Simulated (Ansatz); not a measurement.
How far to go with the k-point mesh: La (P3m1, 4 atoms in the cell)

```yaml
crystal:
  lattice:
    - [1.87557, -3.24859, 0.00000]
    - [1.87557, 3.24859, 0.00000]
    - [0.00000, 0.00000, 12.09920]
  atoms:
    - { symbol: La, position: [0.00000, 0.00000, 0.50413] }
    - { symbol: La, position: [0.00000, 0.00000, 0.00000] }
    - { symbol: La, position: [0.33333, 0.66667, 0.25000] }
    - { symbol: La, position: [0.66667, 0.33333, 0.75000] }
```

Level of theory: PBEsol, default PAW files made with PBE (plane waves; Ansatz, a first-principles code).

Base settings: basis.ecutwfc = 30.9 Ry; kpoints.mp_grid.grid = 10 10 3; hamiltonian.xc = pbesol; hamiltonian.pseudopotentials = {kind: paw} (the program's default PAW files); scf.occupations.method = fermi_dirac; scf.occupations.width = 0.0073 Ry.

The second cell is the first with its lattice scaled by 0.98.

Only quantities that move along the ladder and can be compared are tabulated.

The count of work is k-points × plane waves × bands × iterations; it is no time. Core times come from one kind of shared machine, to one figure; runs under 30 s give none.

The starting cell has typed, rounded lattice constants, without a prior relaxation at this level. Its lattice was rescaled by up to half a per cent. One atom was moved a little off its site on purpose. Ansatz's pressure includes its estimate of the finite-basis (Pulay) stress.

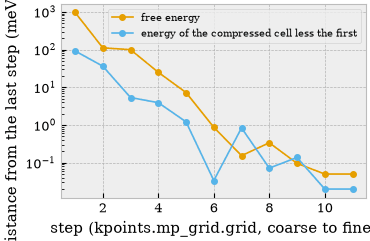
Figure. Distance from the last step along the ladder; very small values are drawn at a floor.

```tsv
kpoints.mp_grid.grid	free energy less the last step's (meV/atom)	energy of the compressed cell less the first (meV/atom)	pressure (GPa)	largest difference of a force vector from the last step's (eV/Å)	count of work / last	core time / last (rough)
2 2 1	-965.00	-107.67	-8.40	0.111	0.0074	–
3 3 1	-110.69	-52.18	-4.42	0.086	0.0077	–
4 4 1	99.13	-10.65	-1.29	0.023	0.016	–
5 5 2	24.90	-12.09	-1.61	0.034	0.026	–
7 7 2	-7.24	-17.20	-1.98	0.007	0.041	–
9 9 3	0.87	-15.95	-1.86	0.002	0.080	–
10 10 3	0.15	-15.15	-1.82	0.002	0.093	–
12 12 4	-0.34	-16.06	-1.87	0.001	0.18	–
15 15 4	-0.10	-15.85	-1.86	0.000	0.26	0.5
18 18 5	-0.01	-16.00	-1.87	0.000	0.43	0.6
20 20 6	-0.04	-16.00	-1.87	0.000	0.62	0.8
24 24 7	0.00	-15.99	-1.87	0.000	1.0	1
```

Coarsest kpoints.mp_grid.grid that holds the energy of the compressed cell less the first within 2 meV/atom of the last step, with all finer ones: 7 7 2, at 0.041 of the last step's count of work; the step before is off by 3.9 meV/atom.

Coarsest kpoints.mp_grid.grid that holds the forces within 0.005 eV/Å of the last step, with all finer ones: 9 9 3, at 0.080 of the last step's count of work; the step before is off by 0.007 eV/Å.

Coarsest kpoints.mp_grid.grid that holds the pressure within 0.5 GPa of the last step, with all finer ones: 5 5 2, at 0.026 of the last step's count of work; the step before is off by 0.57 GPa.

Keys are those of Ansatz 0.2.
